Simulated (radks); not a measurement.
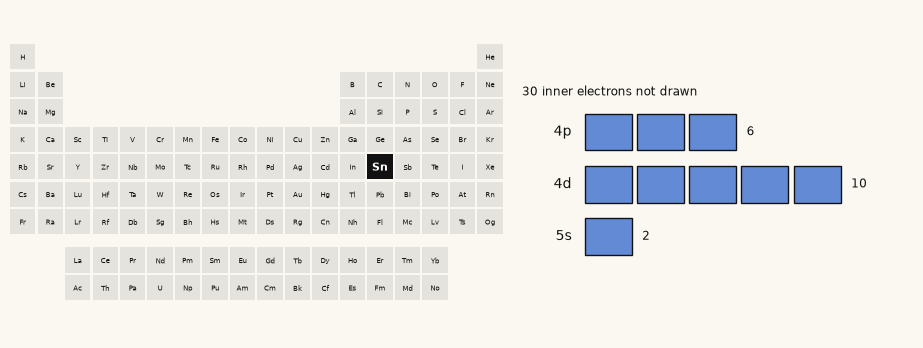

Figure 1. Left, the place of tin in the periodic table; right, the outer shells as the input fills them: a box for each of the 2l + 1 orbitals, shaded by the share of the shell that is filled, with the electron count at the right.

# Run report: Sn²⁺, atomic calculation

Sn²⁺, configuration [Kr] 4d10 5s2. Level asked for: scalar-relativistic Kohn-Sham, SCAN, spin-unpolarised, spherical densities, finite nucleus (radks).

### The input
```
Z 50
configuration [Kr] 4d10 5s2
relativity scalar-relativistic
functional scan,scan
spin unpolarised
nucleus finite rms 4.6519 fm
c 137.035999084
```

Energies in input and log are in hartree, lengths in bohr (the nuclear radius in fm).

### Output
```
1s      1   2.0000       -1068.83047343
2s      1   2.0000        -162.51291512
2p      1   6.0000        -145.81971984
3s      1   2.0000         -32.13209509
3p      1   6.0000         -26.62878102
3d      1  10.0000         -18.19128468
4s      1   2.0000          -5.70499129
4p      1   6.0000          -4.03524962
4d      1  10.0000          -1.61329138
5s      1   2.0000          -0.97089786
Etot -6177.529196821802
Ekin 6449.889285135405
Encl -14906.775121491519
Eh 2444.6871884451743
Exc -165.33054891086118
err 0.006259256502372027
it 170
```

### Outcome

| quantity | value |
| --- | --- |
| outcome | not converged |
| total energy | −6177.5292 hartree |
| kinetic energy | 6449.8893 hartree |
| electron–nucleus energy | −14906.7751 hartree |
| Hartree energy | 2444.6872 hartree |
| exchange–correlation energy | −165.330549 hartree |
| SCF iterations | 170 |
| hardware | 1 CPU thread, shared host |
| wall time | 5.3 s |

### What went wrong

The run did not meet its convergence test in 170 iterations, so its last values are not results.
